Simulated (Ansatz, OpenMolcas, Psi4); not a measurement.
A ladder of methods for CH6BN (SMILES CBN)

CH6BN has 9 atoms, charge 0, and is taken as a singlet. SMILES: `CBN`. Geometry: relaxed at PBE0-D4/def2-TZVP.

```xyz
9

C    -0.6653    0.7577   -0.5903
B     0.4594   -0.2829   -0.2562
N     0.5928   -0.8428    1.0107
H    -1.2919    0.3908   -1.4106
H    -0.2246    1.6922   -0.9543
H    -1.3199    0.9989    0.2523
H     1.2488   -0.6328   -1.0928
H     1.3062   -1.5110    1.2449
H    -0.0168   -0.6164    1.7792
```

Each level gives the vertical energy of the triplet above the singlet (eV). The values are calculated.

```tsv
level	kind	program	value (eV)	CPU time (all runs)
B3LYP/cc-pVDZ	global hybrid	Psi4	6.72	2.2 min
M06-2X/cc-pVDZ	hybrid meta-GGA	OpenMolcas	6.88	2.3 min
wB97X/cc-pVDZ	range-separated hybrid	Ansatz	6.89	57 s
B2PLYP/cc-pVDZ	double hybrid	Ansatz	6.82	14 s
DSD-PBEP86/cc-pVDZ (density fitting for correlation)	double hybrid	Psi4	7.63	88 s
PBE-QIDH/cc-pVDZ	double hybrid	Ansatz	6.70	13 s
RPA@PBE0/cc-pVDZ	RPA	Ansatz	6.81	33 s
MP3/cc-pVDZ	perturbation theory	Psi4	7.84	32 s
```

The values span 6.70 to 7.84 eV. A triplet this far above the singlet is often a Rydberg-like or dissociative state; sets without diffuse functions put Rydberg states too high. DSD-PBEP86/cc-pVDZ (density fitting for correlation) lies far from functionals of the same kind, perhaps in another electronic state. Times are those of the runs behind each value, whatever else they computed, on shared processors of several kinds: orders of magnitude only.

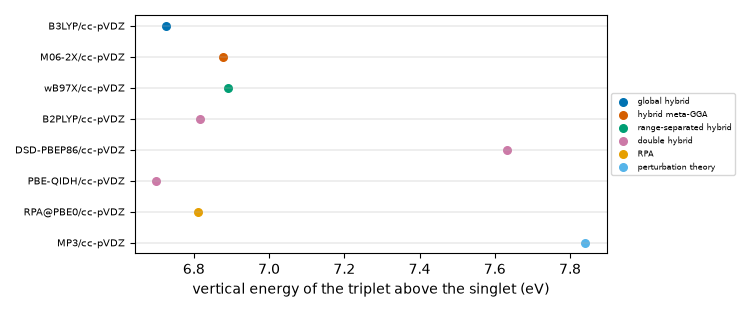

The values of the table, level by level.
